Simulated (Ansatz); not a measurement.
## Electronic structure of Cl₂O₂S (SMILES O=S(=O)(Cl)Cl) in real space

```xyz
5

O     0.8661    0.3003   -1.2466
S    -0.0685    0.1268   -0.1978
O    -1.3817    0.6537   -0.2410
Cl   -0.2096   -1.8452    0.1799
Cl    0.7937    0.7644    1.5056
```

Geometry: PBE0-D4/def2-TZVP.

Computed with isolated molecule in a Gaussian basis; Hartree-Fock in Ansatz 0.2.0.

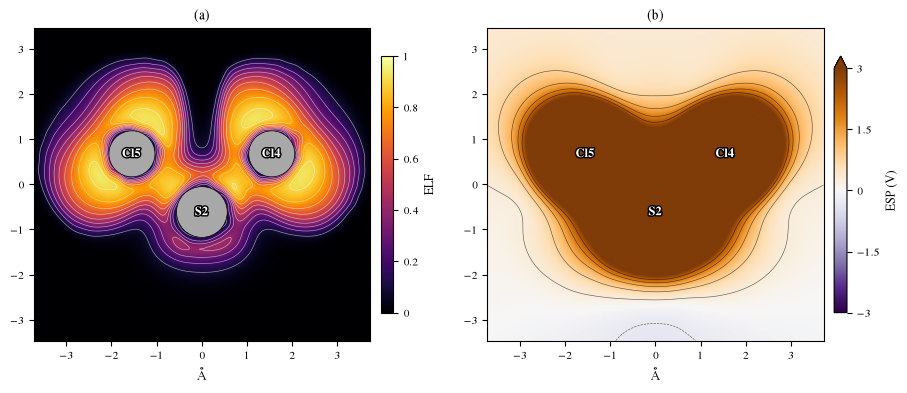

Figure 1. (a) ELF; (b) electrostatic potential on the plane of atoms Cl4, S2 and Cl5. Grey discs cover the atomic cores in the ELF map.

Question: Interpret the plot.

Answer: The plane passes through S and Cl nuclei. S–Cl (2.01 Å): the ELF peaks at about 0.90 between the atoms, as expected for a covalent bond. The ELF also peaks beside Cl5 and Cl4, away from the bonds: lone-pair regions. Outside the dense part of the molecule the potential is most negative (−0.3 V) near O1 and O3, which lies off the plane.

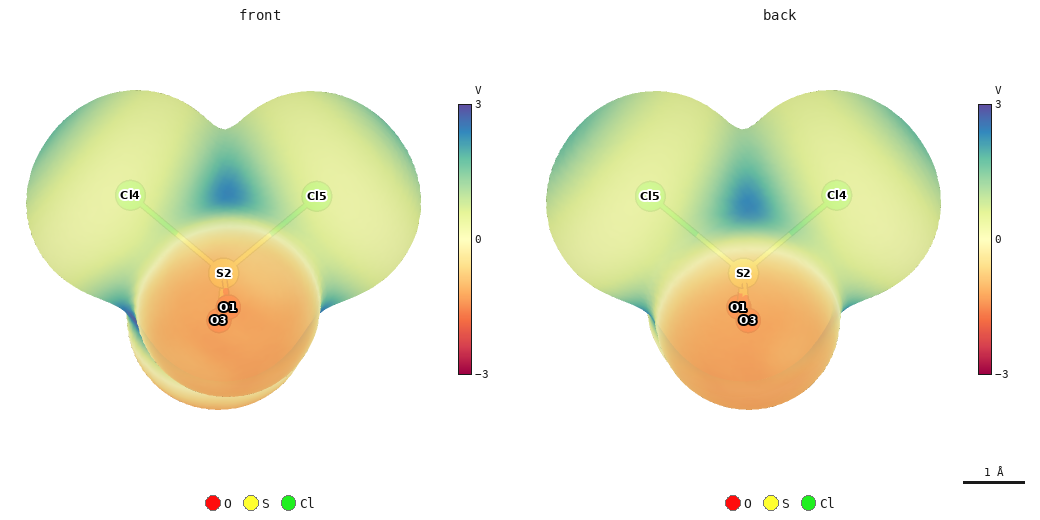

Figure 2. The electrostatic potential painted on the density surface at 0.004 e/bohr³, seen from the front and from behind; the colour scale runs from red (negative) to blue (positive).

Question: Describe the electrostatic potential map.

Answer: The most negative region (about −1.3 V, or −30 kcal/mol for a unit charge) lies over O1 and O3, the most positive (about +2.6 V, or +60 kcal/mol for a unit charge) over S2. Cl4 shows a σ-hole: about +1.7 V, or +39 kcal/mol for a unit charge at the tip opposite its bond, against about +0.5 V, or +12 kcal/mol for a unit charge on its flanks. Cl5 shows a σ-hole: about +1.7 V, or +39 kcal/mol for a unit charge at the tip opposite its bond, against about +0.4 V, or +9 kcal/mol for a unit charge on its flanks.

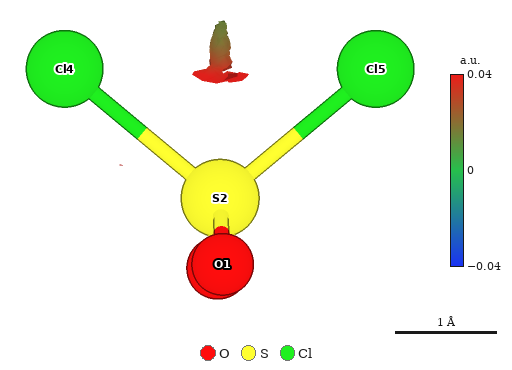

Figure 3. Non-covalent interaction (NCI) plot: the surface where the reduced density gradient is 0.6, for densities under 0.05 a.u., coloured by sign(λ₂)ρ; seen across its widest extent.

Question: Identify the weak interactions.

Answer: In the angle between S2, Cl4 and Cl5: mostly steric crowding (olive to red).
